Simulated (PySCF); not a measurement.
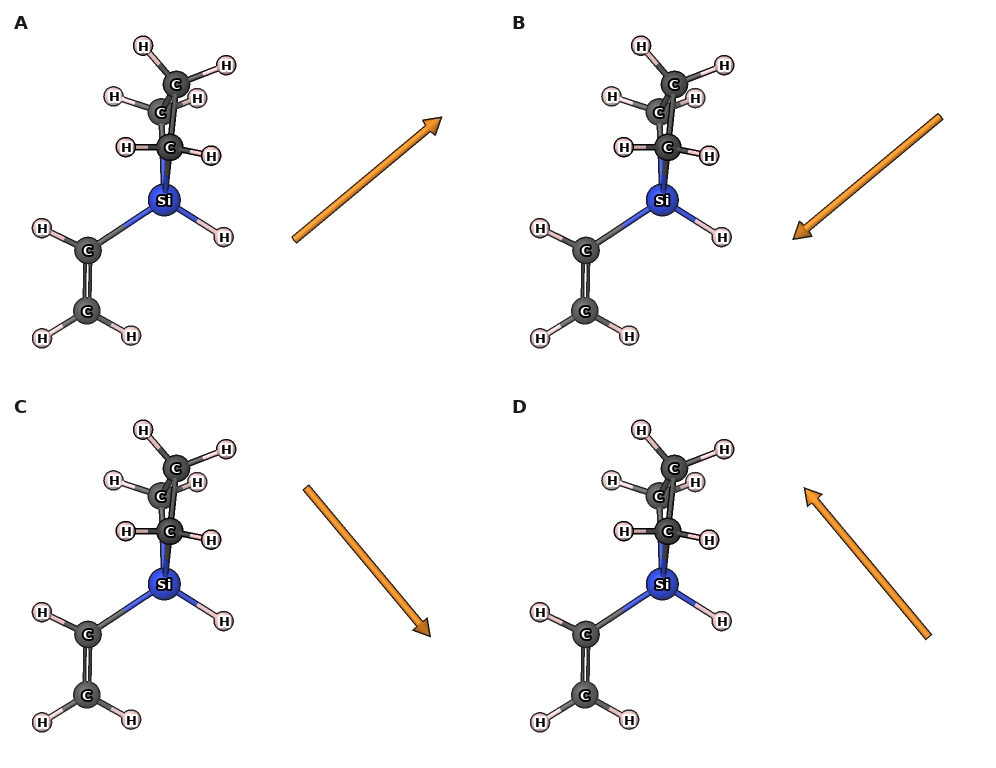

The same molecule four times, each with an arrow. Computed geometry: GFN2-xTB optimisation. No frequency run is at hand to confirm it as a minimum. Level of theory: PBE0/pcSseg-1, gas phase (PySCF 2.14.0).

Which arrow points along the dipole moment, from the negative to the positive end?

Answer. B. The dipole moment is 0.54 D.

The geometry is semi-empirical. Around Si such bond lengths and angles can be off by a tenth of an ångström or more and by several degrees, and values that hang on the shape move with them.
